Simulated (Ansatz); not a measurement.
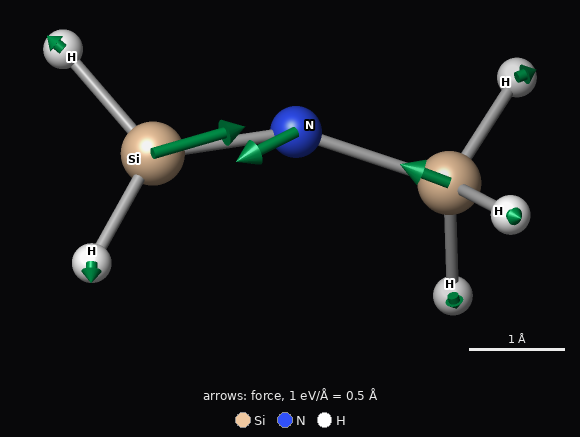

Starting geometry of Si₂NH₅ with the computed forces as green arrows. A ball-and-stick model, seen at a tilt.

Level of theory: RKS PBE0-D4/def2-TZVP in Ansatz 0.2.0. Settings: force threshold 0.005 eV/Å; at most 200 steps.

**Is this structure relaxed? If not, where do the atoms go?**

It isn't relaxed: the largest force vector, on a Si atom, is 2.17 eV/Å. The final displacements have little in common with the starting forces (cosine between the two patterns 0.10). The atom that moves furthest after the best rigid fit is the N atom (0.93 Å). By element the largest moves are N 0.93 Å, H 0.61 Å, Si 0.08 Å. Among the contacts that change: N–Si 1.609 → 1.574 Å, H–Si 1.458 → 1.487 Å, N–Si 1.719 → 1.700 Å. Bond angles that change, for instance: N–Si–H 131.4° → 121.4°, N–Si–H 117.7° → 126.6°, N–Si–H 106.3° → 114.0°. Groups turn about N–Si by about 180°. The energy falls by 11.2 kJ/mol in 20 accepted moves (24 points after the start). Largest force component: 1.8 eV/Å at the start, 0.0023 eV/Å at the end. The line search rejected the trial steps at points 12, 15, 21, 23 of the run. The forces were under the threshold at step 8, but the run went on from there. Cost: 44 s on 2 threads of Arm Neoverse V2, on a shared host.
